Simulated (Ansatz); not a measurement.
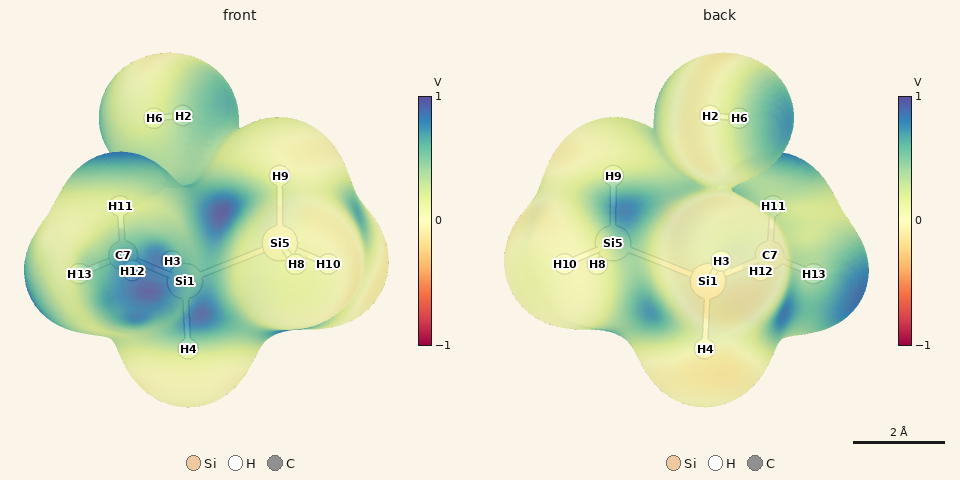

CH₈Si₂···H₂. The electrostatic potential painted on the density surface at 0.002 e/bohr³, seen from the front and from behind; the colour scale runs from red (negative) to blue (positive).

The product side of a reaction path; geometry: PBE0-D4/def2-TZVP.

Theory: Ansatz 0.2.0, RKS PBE0-D4/def2-TZVPP.

| atom | x (Å) | y (Å) | z (Å) |
| --- | --- | --- | --- |
| Si | -0.7946 | 0.7145 | 0.1887 |
| H | 0.1102 | -2.8330 | -0.2518 |
| H | -1.8781 | -0.2671 | 0.4778 |
| H | -1.3213 | 2.0695 | 0.5199 |
| Si | 1.0262 | 0.2680 | 1.5905 |
| H | -0.5260 | -2.9552 | -0.6226 |
| C | -0.3095 | 0.6362 | -1.6223 |
| H | 2.1125 | 1.2618 | 1.3634 |
| H | 1.5835 | -1.0868 | 1.3202 |
| H | 0.6267 | 0.3305 | 3.0228 |
| H | 0.0661 | -0.3561 | -1.8803 |
| H | 0.4728 | 1.3650 | -1.8451 |
| H | -1.1686 | 0.8528 | -2.2611 |

**Describe the electrostatic potential map.**

The most negative region (about −0.1 V) lies over the H atoms, the most positive (about +0.9 V) over Si1, Si5, H12 and H13.
